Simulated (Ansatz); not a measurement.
```yaml
atoms:
  - { symbol: Al, position_ang: [0.0000, 0.0000, -0.0430] }
  - { symbol: F, position_ang: [0.0000, 0.0000, 1.6072] }
  - { symbol: Cl, position_ang: [1.8095, 0.0000, -1.0521] }
  - { symbol: Cl, position_ang: [-1.8095, 0.0000, -1.0521] }
```

These are results of Ansatz 0.2.0, RKS PBE0-D4/def2-SVP, not measurements.

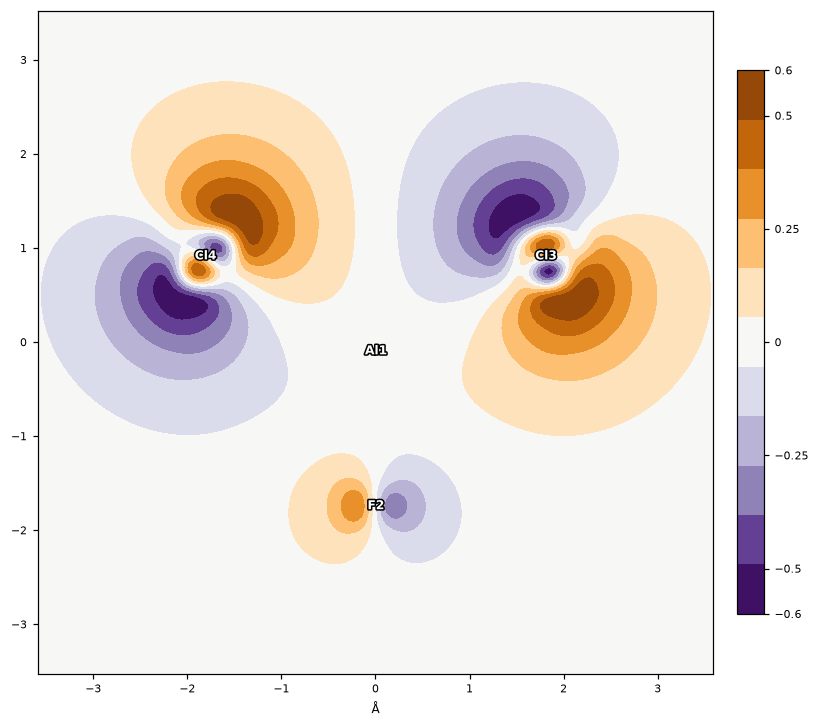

AlCl2F. The HOMO on the molecular plane (values in Å⁻³ᐟ²; the overall sign is arbitrary).

**Describe this orbital and give its energy.**

It lies mainly on Cl3 (about 45 %) and Cl4 (about 45 %); it is symmetric in the molecular plane (an in-plane orbital: σ, lone-pair or in-plane π type); largely a combination of lone pairs on Cl3 and Cl4. Its energy is −9.50 eV.
